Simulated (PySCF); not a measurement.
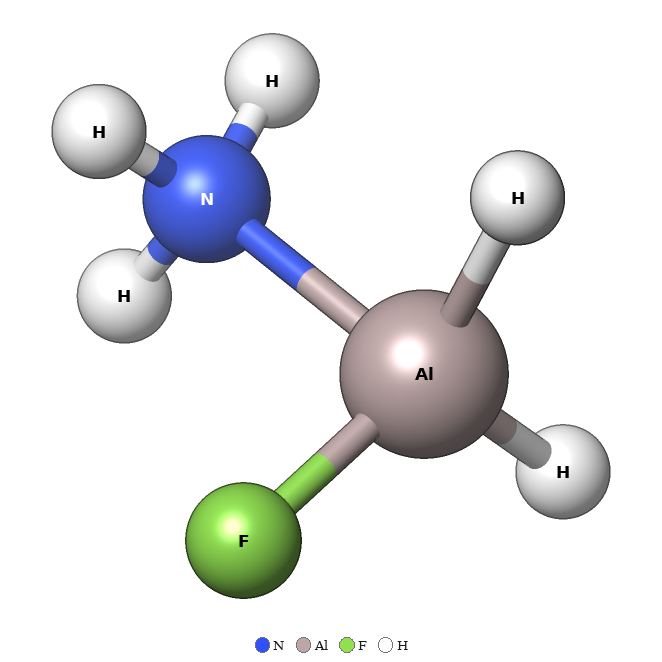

A ball-and-stick model of a molecule.

The geometry was computed by an optimisation with PBE0-D3(BJ)/def2-SVP. No frequency run is at hand to confirm it as a minimum.

> What is the molecular formula?

AlFH5N, 8 atoms: 1 aluminium, 1 fluorine, 5 hydrogen and 1 nitrogen.

> Write the SMILES.

[NH3+][AlH2-][F]

> Count the bonded pairs by element.

3 N–H, 2 Al–H, 1 Al–N, 1 Al–F.

The parts below concern this one geometry. Atoms keep their numbers from picture to picture.

Shape

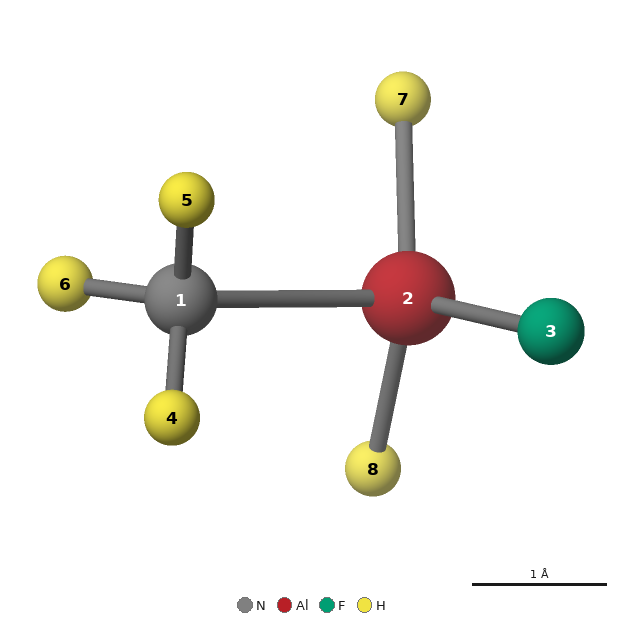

No frequency run is at hand to confirm it as a minimum.

Estimate the angles Al2–N1–H4, Al2–N1–H5, Al2–N1–H6, H4–N1–H5, H4–N1–H6, H5–N1–H6, N1–Al2–F3, N1–Al2–H7, F3–Al2–H7, H7–Al2–H8.

| angle | degrees |
| --- | --- |
| Al2–N1–H4 | 109.8 |
| Al2–N1–H5 | 110.3 |
| Al2–N1–H6 | 114.0 |
| H4–N1–H5 | 107.2 |
| H4–N1–H6 | 107.6 |
| H5–N1–H6 | 107.7 |
| N1–Al2–F3 | 95.3 |
| N1–Al2–H7 | 101.1 |
| F3–Al2–H7 | 115.6 |
| H7–Al2–H8 | 121.6 |

NMR shielding

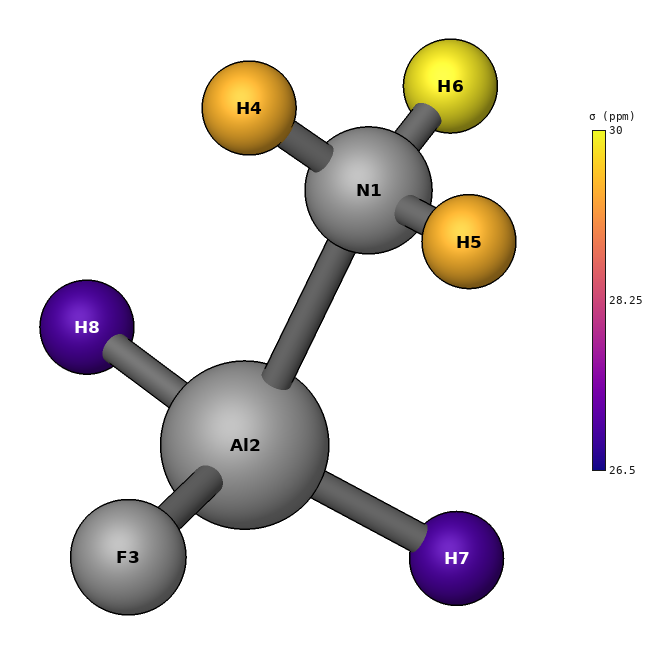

Atoms are coloured by their isotropic NMR shieldings (H only, the others grey). No frequency run is at hand to confirm it as a minimum. Method: GIAO PBE0/aug-cc-pVDZ NMR shielding, non-relativistic, gas phase (PySCF 2.14.0).

List the isotropic NMR shieldings of the H atoms.

```csv
atom,σ (ppm)
H4,29.43
H5,29.43
H6,29.87
H7,26.95
H8,26.95
```

Bond orders

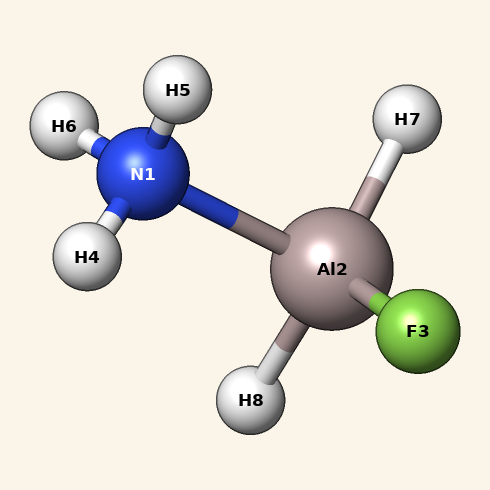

Every bond is drawn as one stick. No frequency run is at hand to confirm it as a minimum. Method: PBE0/def2-TZVP (PySCF 2.14.0).

> Which bond has the lowest Mayer bond order?

N1–Al2, 0.50, at 2.058 Å.

List the Mayer bond orders of N1–Al2, N1–H4, N1–H5, N1–H6, Al2–F3, Al2–H7 (one bond of each equivalent set). Atoms whose distances differ by more than 0.02 Å in this geometry are listed apart.

| bond | Mayer order | length (Å) |
| --- | --- | --- |
| N1–Al2 | 0.50 | 2.058 |
| N1–H4 | 0.91 | 1.022 |
| N1–H5 | 0.91 | 1.021 |
| N1–H6 | 0.91 | 1.021 |
| Al2–F3 | 0.99 | 1.692 |
| Al2–H7 | 0.94 | 1.599 |

Polarisability

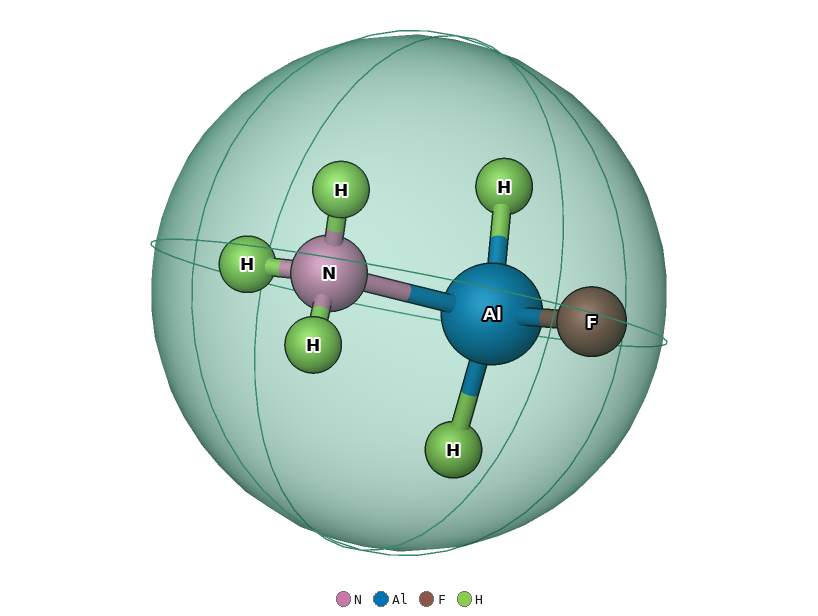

The ellipsoid shows the static dipole polarisability: its half-axes are proportional to the principal values. No frequency run is at hand to confirm it as a minimum. Level of theory: LDA/def2-SVPD (PySCF 2.14.0).

> How large and how anisotropic is the polarisability?

Principal values 41.0, 44.5, 46.5 bohr³; mean 44.0 bohr³ (6.52 Å³); anisotropy 4.8 bohr³, so the longest axis is 1.13 times the shortest.
